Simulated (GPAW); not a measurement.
TiO2 (P4_2/mnm): refractive index against wavelength

The refractive index of TiO2 (P4_2/mnm) along x below the direct gap (1.80 eV on the mesh) is read from one computed spectrum, n = √(Re ε). x, y and z are the Cartesian axes of the input cell.

Cell: a, b, c = 4.592, 4.592, 2.957 Å (primitive vectors), 6 atoms.

Method: GPAW 26.7.0, LDA, RPA, k-mesh 7×7×10, local fields up to 50 eV, Lorentzian half width 0.15 eV.

Launch of the response step: `OMP_NUM_THREADS=1 python df.py`. The run took 3.2 min, its band step included, on 1 thread of Arm Neoverse V1 (shared host).

```tsv
wavelength (nm)	photon energy E (eV)	n
3000	0.413	2.6164
2000	0.620	2.6291
1550	0.800	2.6449
1310	0.946	?
1064	1.165	2.6929
```

In the single-oscillator model n² − 1 = E₀E_d/(E₀² − E²), so 1/(n² − 1) = E₀/E_d − E²/(E₀E_d) is linear in E².

Working, on the rows shown:

| x = E² (eV²) | y = 1/(n² − 1) |
| --- | --- |
| 0.170801 | 0.17107 |
| 0.384302 | 0.169143 |
| 0.639837 | 0.166792 |
| 1.35784 | 0.159956 |

Means: x̄ = 0.6382, ȳ = 0.16674. Σ(x − x̄)(y − ȳ) = -0.007516, Σ(x − x̄)² = 0.8008. Slope = -0.007516 / 0.8008 = -0.009385; intercept = ȳ − slope · x̄ = 0.17273. Turned back into n, the line misses the rows shown by at most 0.00046.

**Question.** Fill in the last column of the withheld row.

**Answer.** At x = 0.89576 the line gives y = 0.16432, that is 2.6619. The run gave 2.6614, so the interpolation is off by 0.00047, 0.6 % of the range in the table.

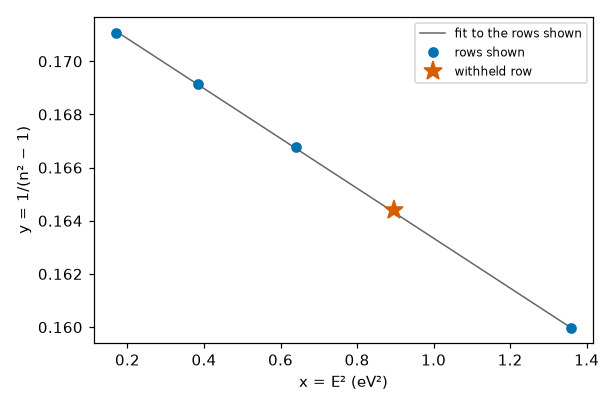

Refitted with all rows, the slope is -0.009369 and the intercept 0.17273. These give E₀ = √(intercept/−slope) = 4.29 eV and E_d = E₀/intercept = 24.9 eV; E₀ is 2.4 times the direct gap. The electronic limit at long wavelengths, without lattice vibrations, is n = √(1 + 1/intercept) = 2.606. Excitons are left out; LDA gaps are as a rule too small. The values come from a sum over the points of one k-mesh and carry its error, which grows as the direct gap shrinks. This version of GPAW has incomplete matrix elements in the optical limit, which can lower ε − 1 by up to a tenth where first-row anions or d states rule.

[Logs are printed without paths, hosts, clocks, repeated set-up lines and the standing remarks that a program may print on its own settings, such as how far it seeks lower states.]
